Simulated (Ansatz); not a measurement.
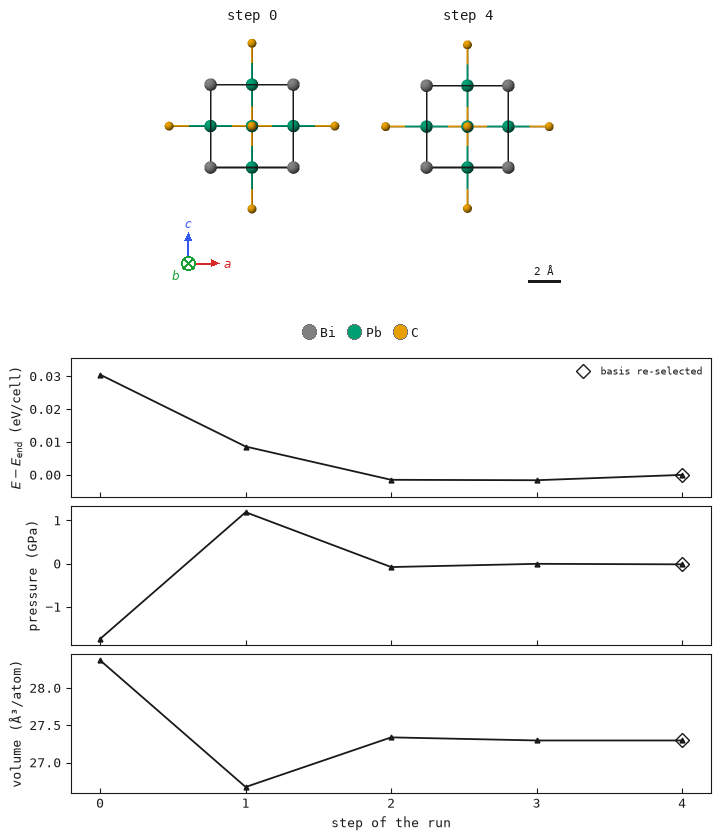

First and last geometry of a relaxation of a crystal of BiPb3C (a generated structure, set up in Pm-3m), with the history of the run. The picture is a ball-and-stick view of the cell of the calculation, seen along the b axis.

Computed with DFT PBE, scalar-relativistic, plane waves, PAW (Ansatz 0.2.0). Settings: plane-wave cutoff 420 eV; k-point mesh 8 × 8 × 8; occupations gaussian; smearing width 0.1 eV; no spin polarisation; cell and atoms relaxed; force threshold 0.01 eV/Å; at most 80 steps.

Did the run converge, and what did it change?

Answer. It converged. No atom moves by more than 0.005 Å relative to the cell. The volume changes by −3.8 %, with a = b = c 5.215 → 5.149 Å (−1.3 %). Among the contacts that change: C–Pb 2.608 → 2.574 Å. The space group stays Pm-3m (No. 221). The energy falls by 30.5 meV per cell of the calculation in 3 accepted moves (4 points after the start). All forces vanish by symmetry, so only the cell relaxes. The pressure goes from −1.74 to −0.01 GPa. At 1 point the geometry stayed and the basis and grid were re-selected for the new cell (energy shift of 1.6 meV per cell of the calculation at most each time). The run took 51 s on 1 thread of Arm Neoverse V2, on a shared host, peak memory 0.48 GiB.

```tsv
step	E − E(0), meV/atom	pressure, GPa	volume, Å³/atom	note
0	0.00	-1.74	28.372	
1	-4.38	1.19	26.672	
2	-6.40	-0.08	27.338	
3	-6.43	0.00	27.296	
4	-6.10	-0.01	27.296	same geometry, new basis
```
